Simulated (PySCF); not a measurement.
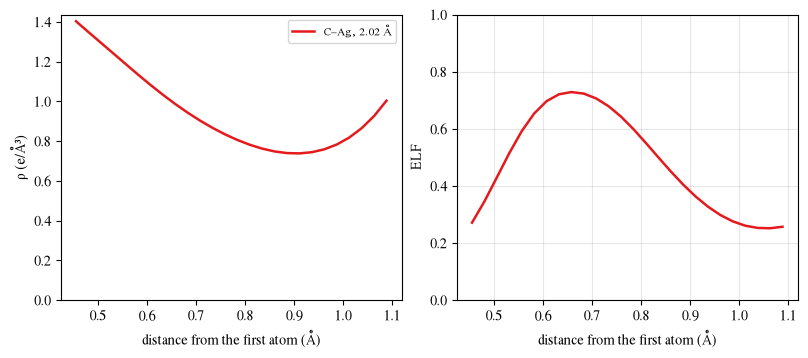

Figure. AgC (quartet). Electron density and electron localisation function along straight lines between neighbouring atoms. The curves leave out the atomic cores.

These are results of PBE0/x2c-TZVPPall, spin-free X2C-1e, Gaussian nucleus, at a bond length of 2.025 Å in PySCF 2.14.0, not measurements.

What can be read from the curves?

Answer. C–Ag (2.02 Å): ρ at the midpoint is about 0.82 e/Å³; the ELF peaks at about 0.75 in the valence shell of C, 0.7 Å from its nucleus, and is about 0.25 at the midpoint.
